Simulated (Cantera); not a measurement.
Charge: 1 mol Si, 0.93 mol Cl2, 86 mol N2, at 4.60 Pa.

Cantera equilibrium calculation (NASA polynomials, part measured and part estimated; ideal gas, pure solids and liquids). Candidate condensed phases: Si, Si3N4; 13 gas species. N2 is the only nitrogen source here; it is nearly inert below about 1500 K, so the nitride shown seldom forms there in practice. The tables' values for SiCl3 are old estimates; treat these amounts as uncertain. Rates play no part.

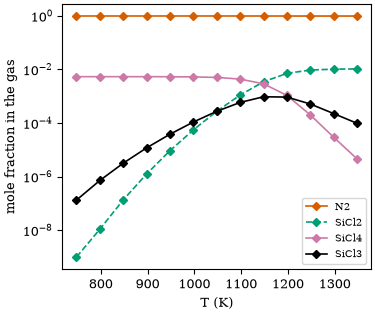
Figure: Equilibrium gas composition (values under 1e-9 drawn at 1e-9)

Q: Read off the mole fractions at 948 K.

A: N2 about 0.99, SiCl4 about 0.0054, SiCl3 about 3.9e-5, SiCl2 about 9.4e-6.
